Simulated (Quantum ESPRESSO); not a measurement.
**TaN (Fm-3m): pw.x, ph.x and EPW**

The plan: phonons and Wannier functions of TaN (Fm-3m), and, if the interpolated phonons are stable, its coupling and resistivity.

Program: Quantum ESPRESSO 7.5. Level of theory: DFT LDA, scalar-relativistic, plane waves, PseudoDojo 0.4.1 norm-conserving pseudopotentials. Results are calculated unless marked as measured.

## 1. The starting structure

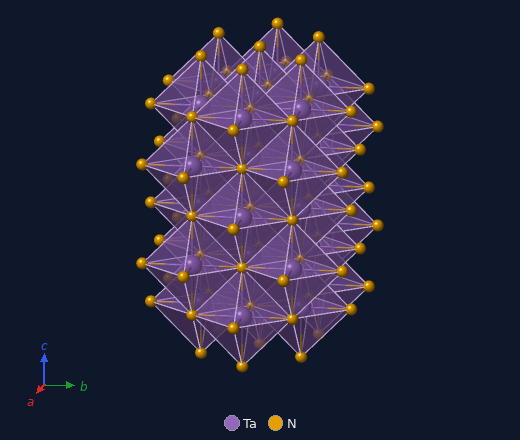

Start, viewed slightly off an axis; tantalum purple, nitrogen orange. 2×1×2 cells are drawn. This picture shows the conventional cell, with its axes. Some periodic images of atoms are drawn too.

## 2. Relaxation

The cell is relaxed under the functional used for all that follows.

relax.in

```
 &control
    calculation='vc-relax',
    prefix='x',
    outdir='./tmp',
    pseudo_dir='./pseudo',
    tprnfor=.true.,
    tstress=.true.,
    etot_conv_thr=1.0d-05,
    forc_conv_thr=4.0d-04,
 /
 &system
    ibrav=0,
    nat=2,
    ntyp=2,
    ecutwfc=84.0,
    occupations='smearing',
    smearing='mv',
    degauss=0.02,
 /
 &electrons
    conv_thr=1.0d-11,
 /
 &ions
 /
 &cell
    press_conv_thr=0.4,
 /
ATOMIC_SPECIES
 Ta    180.9479  Ta.upf
 N      14.0070  N.upf
CELL_PARAMETERS angstrom
     0.000000000    2.179000000    2.179000000
     2.179000000    0.000000000    2.179000000
     2.179000000    2.179000000    0.000000000
ATOMIC_POSITIONS crystal
 Ta     0.500000000   0.500000000   0.500000000
 N      0.000000000   0.000000000   0.000000000
K_POINTS automatic
 9 9 9 0 0 0
```

Launch:

```console
$ OMP_NUM_THREADS=1 mpirun -n 8 pw.x -nk 8 -in relax.in > relax.out
```

Log:

```text
Program PWSCF v.7.5

     This program is part of the open-source Quantum ESPRESSO suite
     for quantum simulation of materials; please cite
         "P. Giannozzi et al., J. Phys.:Condens. Matter 21 395502 (2009);
         "P. Giannozzi et al., J. Phys.:Condens. Matter 29 465901 (2017);
         "P. Giannozzi et al., J. Chem. Phys. 152 154105 (2020);
     in publications or presentations arising from this work. More details at

     Message from routine setup:
     using ibrav=0 with symmetry is DISCOURAGED, use correct ibrav instead

     G-vector sticks info
     --------------------
     sticks:   dense  smooth     PW     G-vecs:    dense   smooth      PW
     Sum         769     769    241                14361    14361    2445

     Using Slab Decomposition

     bravais-lattice index     =            0
     lattice parameter (alat)  =       5.8233  a.u.
     unit-cell volume          =     139.6363 (a.u.)^3
     number of atoms/cell      =            2
     number of atomic types    =            2
     number of electrons       =        18.00
     number of Kohn-Sham states=           13
     kinetic-energy cutoff     =      84.0000  Ry
     charge density cutoff     =     336.0000  Ry
     scf convergence threshold =      1.0E-11
     mixing beta               =       0.7000
     number of iterations used =            8  plain     mixing
     energy convergence thresh.=      1.0E-05
     force convergence thresh. =      4.0E-04
     press convergence thresh. =      4.0E-01
     Exchange-correlation= SLA  PW   NOGX NOGC
                           (   1   4   0   0   0   0   0)
     nstep                     =           50

     celldm(1)=   5.823326  celldm(2)=   0.000000  celldm(3)=   0.000000
     celldm(4)=   0.000000  celldm(5)=   0.000000  celldm(6)=   0.000000

     crystal axes: (cart. coord. in units of alat)
               a(1) = (   0.000000   0.707107   0.707107 )
               a(2) = (   0.707107   0.000000   0.707107 )
               a(3) = (   0.707107   0.707107   0.000000 )
[...]
estimated scf accuracy    <       0.00000005 Ry
     estimated scf accuracy    <       0.00000002 Ry
     estimated scf accuracy    <          8.6E-10 Ry
     estimated scf accuracy    <          6.5E-11 Ry
     estimated scf accuracy    <          1.1E-11 Ry
     estimated scf accuracy    <          1.4E-11 Ry
     number of Kohn-Sham states=           13
     number of k points=    35  Marzari-Vanderbilt smearing, width (Ry)=  0.0200
     estimated scf accuracy    <       0.47497501 Ry
     estimated scf accuracy    <       0.90974845 Ry
     estimated scf accuracy    <       0.00188611 Ry
     estimated scf accuracy    <       0.00123577 Ry
     estimated scf accuracy    <       0.00009530 Ry
     estimated scf accuracy    <       0.00001800 Ry
     estimated scf accuracy    <       0.00000044 Ry
     estimated scf accuracy    <       0.00000005 Ry
     estimated scf accuracy    <          4.6E-09 Ry
     estimated scf accuracy    <          1.3E-09 Ry
     estimated scf accuracy    <          6.1E-12 Ry
     estimated scf accuracy    <          5.7E-12 Ry
     the Fermi energy is    22.0185 ev
!    total energy              =    -151.22634720 Ry
     estimated scf accuracy    <          4.2E-14 Ry
     convergence has been achieved in  13 iterations
          total   stress  (Ry/bohr**3)                   (kbar)     P=       -0.05
   JOB DONE.
```

It took 13 s on 8 MPI ranks of Arm Neoverse V1, shared host; 1.8 min of CPU time.

This step gave:

```
free energy     : -2057.5393 eV
pressure        : -0.005 GPa
volume per atom : 10.19 Å³/atom
```

The volume ends at 10.19 Å³ an atom, -1.5 % from the start.

## 3. Ground state

Linear response needs a tightly converged ground state.

scf.in

```
 &control
    calculation='scf',
    prefix='x',
    outdir='./tmp',
    pseudo_dir='./pseudo',
    tprnfor=.true.,
    tstress=.true.,
 /
 &system
    ibrav=0,
    nat=2,
    ntyp=2,
    ecutwfc=84.0,
    occupations='smearing',
    smearing='mv',
    degauss=0.02,
 /
 &electrons
    conv_thr=1.0d-12,
 /
ATOMIC_SPECIES
 Ta    180.9479  Ta.upf
 N      14.0070  N.upf
CELL_PARAMETERS angstrom
     0.000000000    2.168321500    2.168321500
     2.168321500    0.000000000    2.168321500
     2.168321500    2.168321500    0.000000000
ATOMIC_POSITIONS crystal
 Ta     0.500000000   0.500000000   0.500000000
 N      0.000000000   0.000000000   0.000000000
K_POINTS automatic
 9 9 9 0 0 0
```

Launch:

```console
$ OMP_NUM_THREADS=1 mpirun -n 8 pw.x -nk 8 -in scf.in > scf.out
```

Log:

```text
[banner, memory and clock lines left out]
[...]
number of Kohn-Sham states=           13
     number of k points=    35  Marzari-Vanderbilt smearing, width (Ry)=  0.0200
     estimated scf accuracy    <       0.47887132 Ry
     estimated scf accuracy    <       0.92083957 Ry
     estimated scf accuracy    <       0.00232150 Ry
     estimated scf accuracy    <       0.00118954 Ry
     estimated scf accuracy    <       0.00005304 Ry
     estimated scf accuracy    <       0.00001808 Ry
     estimated scf accuracy    <       0.00000479 Ry
     estimated scf accuracy    <       0.00000374 Ry
     estimated scf accuracy    <       0.00000002 Ry
     estimated scf accuracy    <          2.6E-09 Ry
     estimated scf accuracy    <          1.0E-10 Ry
     estimated scf accuracy    <          2.7E-10 Ry
     estimated scf accuracy    <          7.9E-11 Ry
     estimated scf accuracy    <          2.3E-11 Ry
     estimated scf accuracy    <          1.3E-11 Ry
     estimated scf accuracy    <          2.2E-12 Ry
     the Fermi energy is    22.0185 ev
!    total energy              =    -151.22634720 Ry
     estimated scf accuracy    <          6.6E-15 Ry
     convergence has been achieved in  17 iterations
          total   stress  (Ry/bohr**3)                   (kbar)     P=       -0.05
```

Wall time 4.6 s (8 MPI ranks).

This step gave:

```
Fermi energy : 22.02 eV
```

The Fermi level lies at 22.02 eV and the pressure is -0.005 GPa.

(Continued in part 2 of 2.)

[The logs of pw.x and epw.x are selected lines.]

[Logs are printed without paths, hosts, clocks, repeated set-up lines and the standing remarks that a program may print on its own settings, such as how far it seeks lower states.]

[Hosts, paths, dates, database ids (printed as entryN), source tags and the programs' standing remarks are cut or masked in the printed files.]
